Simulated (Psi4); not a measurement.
# HF (hydrogen fluoride) at 4 levels

We compute a comparison of 4 runs (PBE0/cc-pVTZ, SVWN5/cc-pVTZ, MP2/cc-pVTZ, OMP2/cc-pVTZ) of HF (hydrogen fluoride). 

Program for the calculation: Psi4 1.11.

1 further run of the same task is left out (set aside as unsound or not needed).

### 1 Starting point

HF has 2 atoms, charge 0, and is taken as a singlet. As SMILES, `F`. The F1–H2 distance was set to 1.058 Å, away from the relaxed value.

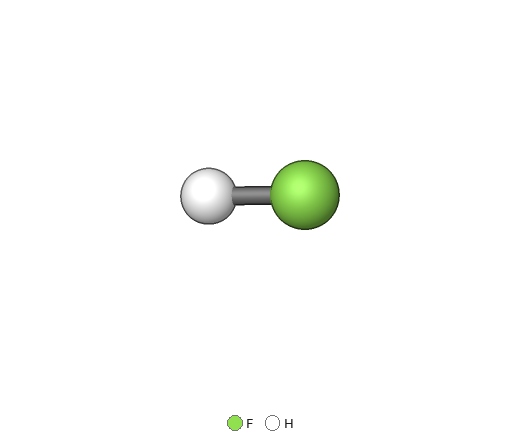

Viewed from a chosen angle; fluorine green, hydrogen white.

### 2 A single-point energy at PBE0/cc-pVTZ (run 1)

File fh.in:

```
memory 1600 MB

molecule m {
  0 1
  F     -0.507038     0.187994    -0.255339
  H      0.390000    -0.144600     0.196400
  units angstrom
  symmetry c1
  no_reorient
  no_com
}

set globals {
  basis cc-pVTZ
  puream true
  e_convergence 1e-09
  d_convergence 1e-08
  scf_type pk
  dft_radial_points 99
  dft_spherical_points 590
}

e, wfn = energy("pbe0", return_wfn=True)
```

Started as:

```console
$ psi4 fh.in fh.out -n 1
```

fh.out:

```text
[...]
  Running in c1 symmetry.
[...]
  Nuclear repulsion =    4.501507329650988
[...]
  Multiplicity = 1
[...]
  Nalpha       = 5
  Nbeta        = 5
[...]
    Number of basis functions: 44
[...]
   @RKS iter   1:  -100.31316967515005   -2.55808e-01   9.42348e-03 ADIIS/DIIS
[...]
   @RKS iter   8:  -100.36929221300318   -1.12266e-11   3.83281e-09 DIIS
[...]
    Orbital Energies [Eh]
    ---------------------
    Doubly Occupied:
       1A    -24.752232     2A     -1.185476     3A     -0.525140
       4A     -0.408607     5A     -0.408607
[...]
  @RKS Final Energy:  -100.36929221300318
   => Energetics <=
    Nuclear Repulsion Energy =              4.5015073296509875
    One-Electron Energy =                -149.4161125944124535
    Two-Electron Energy =                  52.6416136396088490
    DFT Exchange-Correlation Energy =      -8.0963005878505587
    Empirical Dispersion Energy =           0.0000000000000000
    VV10 Nonlocal Energy =                  0.0000000000000000
    Total Energy =                       -100.3692922130031775
[...]
 Multipole Moments:
 ------------------------------------------------------------------------------------
     Multipole            Electronic (a.u.)      Nuclear  (a.u.)        Total (a.u.)
 ------------------------------------------------------------------------------------
 L = 1.  Multiply by 2.5417464519 to convert [e a0] to [Debye]
 Dipole X            :          8.5678637           -7.8864734            0.6813903
 Dipole Y            :         -3.1766986            2.9240602           -0.2526385
 Dipole Z            :          4.3146859           -3.9715448            0.3431411
 Magnitude           :                                                    0.8036571
[...]
```

It took 2.8 s on 1 thread of Intel Xeon 6975P-C (Granite Rapids), shared host; peak memory 0.38 GiB.

### 3 A single-point energy at SVWN5/cc-pVTZ (run 2)

File calc.inp:

```
memory 1.6 GB

molecule {
  0 1
  F     -0.507038     0.187994    -0.255339
  H      0.390000    -0.144600     0.196400
  symmetry c1
  no_reorient
  no_com
}

set {
  basis cc-pVTZ
  reference rks
  puream true
  e_convergence 1e-09
  d_convergence 1e-08
  scf_type pk
  dft_radial_points 99
  dft_spherical_points 590
}

e_tot, wfn = energy('scf', dft_functional={"name": "SVWN5", "x_functionals": {"LDA_X": {}}, "c_functionals": {"LDA_C_VWN": {}}}, return_wfn=True)
oeprop(wfn, 'MAYER_INDICES', 'MULLIKEN_CHARGES', 'WIBERG_LOWDIN_INDICES', title='SCF')
```

Started as:

```console
$ psi4 calc.inp calc.out -n 1
```

calc.out:

```text
[...]
  Running in c1 symmetry.
[...]
  Nuclear repulsion =    4.501507329650988
[...]
  Multiplicity = 1
[...]
  Nalpha       = 5
  Nbeta        = 5
[...]
    Number of basis functions: 44
[...]
   @RKS iter   1:   -99.76442520917620   -1.89035e-01   9.85878e-03 ADIIS/DIIS
[...]
   @RKS iter   9:   -99.82170370638390    1.42109e-14   4.44385e-10 DIIS
[...]
    Orbital Energies [Eh]
    ---------------------
    Doubly Occupied:
       1A    -24.067722     2A     -1.043274     3A     -0.456833
       4A     -0.329839     5A     -0.329839
[...]
  @RKS Final Energy:   -99.82170370638390
   => Energetics <=
    Nuclear Repulsion Energy =              4.5015073296509875
    One-Electron Energy =                -149.3052116430609431
    Two-Electron Energy =                  55.0826388184680980
    DFT Exchange-Correlation Energy =     -10.1006382114420497
    Empirical Dispersion Energy =           0.0000000000000000
    VV10 Nonlocal Energy =                  0.0000000000000000
    Total Energy =                        -99.8217037063839001
[...]
 Multipole Moments:
 ------------------------------------------------------------------------------------
     Multipole            Electronic (a.u.)      Nuclear  (a.u.)        Total (a.u.)
 ------------------------------------------------------------------------------------
 L = 1.  Multiply by 2.5417464519 to convert [e a0] to [Debye]
 Dipole X            :          8.5671143           -7.8864734            0.6806409
 Dipole Y            :         -3.1764208            2.9240602           -0.2523606
 Dipole Z            :          4.3143085           -3.9715448            0.3427637
 Magnitude           :                                                    0.8027732
[...]
  Mulliken Charges: (a.u.)
   Center  Symbol    Alpha    Beta     Spin     Total
       1     F     4.67455  4.67455  0.00000 -0.34911
       2     H     0.32545  0.32545  0.00000  0.34911
   Total alpha =  5.00000, Total beta =  5.00000, Total charge =  0.00000
  Mayer Bond Indices:
[...]
```

Run time: 2 s. Hardware: 1 thread of Intel Xeon 6975P-C (Granite Rapids), shared host; peak memory 0.27 GiB.

### 4 The energy at MP2/cc-pVTZ (run 3)

File calc.dat:

```
memory 1.6 GB

molecule {
  0 1
  F     -0.507038     0.187994    -0.255339
  H      0.390000    -0.144600     0.196400
  units angstrom
  symmetry c1
  no_reorient
  no_com
}

set globals {
  puream          true
  e_convergence   1e-09
  d_convergence   1e-08
  scf_type        pk
  num_frozen_docc 1
  mp2_type        conv
}

result, w = energy('mp2/cc-pVTZ', return_wfn=True)
```

Started as:

```console
$ psi4 -n 1 calc.dat calc.out
```

calc.out:

```text
[...]
  Running in c1 symmetry.
[...]
  Nuclear repulsion =    4.501507329650988
[...]
  Multiplicity = 1
[...]
  Nalpha       = 5
  Nbeta        = 5
[...]
    Number of basis functions: 44
[...]
   @RHF iter   1:   -99.98742142414748   -4.55304e-01   7.86792e-03 ADIIS/DIIS
[...]
   @RHF iter   9:  -100.03520675950965   -3.60956e-12   4.72565e-09 DIIS
[...]
    Orbital Energies [Eh]
    ---------------------
    Doubly Occupied:
       1A    -26.286901     2A     -1.552651     3A     -0.706561
       4A     -0.629881     5A     -0.629881
[...]
  @RHF Final Energy:  -100.03520675950965
   => Energetics <=
    Nuclear Repulsion Energy =              4.5015073296509875
    One-Electron Energy =                -149.4616770478550052
    Two-Electron Energy =                  44.9249629586943726
    Total Energy =                       -100.0352067595096344
[...]
 Multipole Moments:
 ------------------------------------------------------------------------------------
     Multipole            Electronic (a.u.)      Nuclear  (a.u.)        Total (a.u.)
 ------------------------------------------------------------------------------------
 L = 1.  Multiply by 2.5417464519 to convert [e a0] to [Debye]
 Dipole X            :          8.6260615           -7.8864734            0.7395881
 Dipole Y            :         -3.1982766            2.9240602           -0.2742164
 Dipole Z            :          4.3439936           -3.9715448            0.3724488
 Magnitude           :                                                    0.8722977
[...]
	SCS-MP2 Total Energy (a.u.)        :  -100.30798550743687
	SOS-MP2 Total Energy (a.u.)        :  -100.28438267932863
	SCSN-MP2 Total Energy (a.u.)       :  -100.15982969192110
[...]
	SOS-PI-MP2 Total Energy (a.u.)     :  -100.32591199929846
[...]
	MP2 Total Energy (a.u.)            :  -100.31366184368348
[...]
```

Wall time 1.6 s (1 thread of Intel Xeon 6975P-C (Granite Rapids), shared host); peak memory 0.22 GiB.

### 5 A single-point energy at OMP2/cc-pVTZ (density fitting for correlation) (run 4)

File fh.xyz:

```xyz
2
FH
F     -0.507038     0.187994    -0.255339
H      0.390000    -0.144600     0.196400
```

File run.py:

```python
import psi4

psi4.set_memory('1600 MB')
psi4.set_num_threads(1)
psi4.core.set_output_file('fh.out', False)

with open('fh.xyz') as f:
    atoms = ''.join(f.readlines()[2:])
m = psi4.geometry('0 1\n' + atoms + 'symmetry c1\nno_reorient\nno_com')

psi4.set_options({
    'puream': True,
    'e_convergence': 1e-09,
    'd_convergence': 1e-08,
    'scf_type': 'pk',
    'num_frozen_docc': 1,
})

e = psi4.energy("omp2/cc-pVTZ", molecule=m)
print('E =', round(e, 9))
for k, v in sorted(psi4.core.scalar_variables().items()):
    print(f'{k:45s} {v:18.10f}')
```

Started as:

```console
$ python run.py
```

fh.out:

```text
[...]
  Running in c1 symmetry.
[...]
  Nuclear repulsion =    4.501507329650988
[...]
  Multiplicity = 1
[...]
  Nalpha       = 5
  Nbeta        = 5
[...]
    Number of basis functions: 44
[...]
   @RHF iter   1:   -99.98742142414748   -4.55304e-01   7.86792e-03 DIIS/ADIIS
[...]
   @RHF iter   9:  -100.03520675950965   -3.60956e-12   4.72565e-09 DIIS
[...]
    Orbital Energies [Eh]
    ---------------------
    Doubly Occupied:
       1A    -26.286901     2A     -1.552651     3A     -0.706561
       4A     -0.629881     5A     -0.629881
[...]
  @RHF Final Energy:  -100.03520675950965
   => Energetics <=
    Nuclear Repulsion Energy =              4.5015073296509875
    One-Electron Energy =                -149.4616770478550052
    Two-Electron Energy =                  44.9249629586943726
    Total Energy =                       -100.0352067595096344
[...]
 Multipole Moments:
 ------------------------------------------------------------------------------------
     Multipole            Electronic (a.u.)      Nuclear  (a.u.)        Total (a.u.)
 ------------------------------------------------------------------------------------
 L = 1.  Multiply by 2.5417464519 to convert [e a0] to [Debye]
 Dipole X            :          8.6260615           -7.8864734            0.7395881
 Dipole Y            :         -3.1982766            2.9240602           -0.2742164
 Dipole Z            :          4.3439936           -3.9715448            0.3724488
 Magnitude           :                                                    0.8722977
[...]
	Warning: cc_lambda option is changed to TRUE
	For this residual convergence, default PCG convergence is:     1.00e-07
[...]
	DF-MP2 Total Energy (a.u.)         :  -100.31357224867303
[...]
	DF-MP2 Total Energy (a.u.)         :  -100.31593471435383
[...]
	DF-OMP2 Total Energy (a.u.)        :  -100.31593471435362
[...]
```

On the terminal:

```text
E = -100.315934714
CURRENT CORRELATION ENERGY                         -0.2807279548
CURRENT ENERGY                                   -100.3159347144
CURRENT REFERENCE ENERGY                         -100.0352067595
DD SOLVATION ENERGY                                 0.0000000000
HF KINETIC ENERGY                                  99.7938915060
HF POTENTIAL ENERGY                              -199.8290982655
HF TOTAL ENERGY                                  -100.0352067595
HF VIRIAL RATIO                                     2.0024181365
MP2 CORRELATION ENERGY                             -0.2783654892
MP2 DOUBLES ENERGY                                 -0.2783654892
MP2 SINGLES ENERGY                                  0.0000000000
MP2 TOTAL ENERGY                                 -100.3135722487
NUCLEAR REPULSION ENERGY                            4.5015073297
OMP2 CORRELATION ENERGY                            -0.2807279548
OMP2 REFERENCE CORRECTION ENERGY                    0.0024473525
OMP2 TOTAL ENERGY                                -100.3159347144
ONE-ELECTRON ENERGY                              -149.4616770479
PCM POLARIZATION ENERGY                             0.0000000000
PE ENERGY                                           0.0000000000
SCF ITERATION ENERGY                             -100.0352067595
SCF ITERATIONS                                      9.0000000000
SCF TOTAL ENERGY                                 -100.0352067595
SCS(N)-MP2 CORRELATION ENERGY                     100.0352067595
SCS(N)-MP2 TOTAL ENERGY                             0.0000000000
SCS(N)-OMP2 CORRELATION ENERGY                    100.0352067595
SCS(N)-OMP2 TOTAL ENERGY                            0.0000000000
SCS-MP2 CORRELATION ENERGY                        100.0352067595
SCS-MP2 TOTAL ENERGY                                0.0000000000
SCS-OMP2 CORRELATION ENERGY                       100.0352067595
SCS-OMP2 TOTAL ENERGY                               0.0000000000
SOS-MP2 CORRELATION ENERGY                        100.0352067595
SOS-MP2 TOTAL ENERGY                                0.0000000000
SOS-OMP2 CORRELATION ENERGY                       100.0352067595
SOS-OMP2 TOTAL ENERGY                               0.0000000000
TWO-ELECTRON ENERGY                                44.9249629587
```

Wall time 3.9 s (1 thread of Intel Xeon 6975P-C (Granite Rapids), shared host); peak memory 0.22 GiB.

### 6 The series

| run | level | properties | frozen core orbitals | energy (Eh) | HOMO energy (eV) | LUMO energy (eV) | HOMO–LUMO gap (eV) | wall time |
| --- | --- | --- | --- | --- | --- | --- | --- | --- |
| 1 | PBE0/cc-pVTZ | – | 0 | -100.369292 | -11.12 | 0.04 | 11.16 | 2.8 s |
| 2 | SVWN5/cc-pVTZ | (mayer, mulliken, wiberg) | 0 | -99.821704 | -8.98 | -1.06 | 7.91 | 2 s |
| 3 | MP2/cc-pVTZ | – | 1 | -100.313662 | -17.14 | 3.16 | 20.30 | 1.6 s |
| 4 | OMP2/cc-pVTZ (density fitting for correlation) | – | 1 | -100.315935 | -17.14 | 3.16 | 20.30 | 3.9 s |

### 7 Outcome

```
                                         quantity          value
                              run 4: total energy  -100.31593 Eh
       run 4: HOMO energy (Hartree–Fock orbitals)      -17.14 eV
       run 4: LUMO energy (Hartree–Fock orbitals)        3.16 eV
     run 4: HOMO–LUMO gap (Hartree–Fock orbitals)       20.30 eV
run 4: correlation energy (1 core orbital frozen)     -280.7 mEh
```

In words: Totals of different functionals can't be ranked against each other. All runs together took 10 s, the longest 3.9 s.
